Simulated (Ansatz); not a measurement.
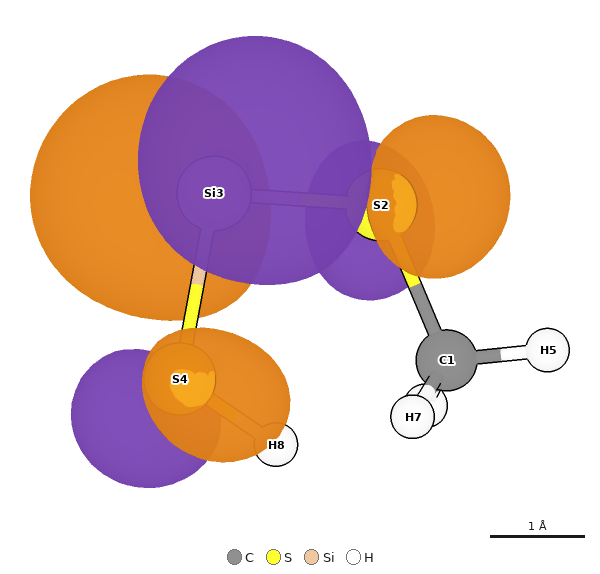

The picture shows: CH₄S₂Si (SMILES CS[Si]S). One frontier orbital at ±0.1 Å⁻³ᐟ² (orange and purple are the two phases), seen at a tilt.

A point of a scan, not a minimum; geometry: rigid move from PBE0-D4/def2-TZVP.

All numbers below come from RKS PBE0-D4/def2-TZVPP in Ansatz.

```xyz
8

C    -0.0718    1.0512   -0.2912
S     0.1629    0.6256    1.4503
Si    1.5605   -0.9516    1.7480
S     2.2411   -1.5166   -0.2088
H    -0.1298    2.1382   -0.3445
H    -1.0021    0.6300   -0.6724
H     0.7734    0.7140   -0.8913
H     1.5616   -0.6840   -1.0157
```

Q: Which orbital is it: HOMO or LUMO?

A: The LUMO, at −1.96 eV. It lies mainly on Si3 (about 70 %), S2 (about 15 %) and S4 (about 15 %).
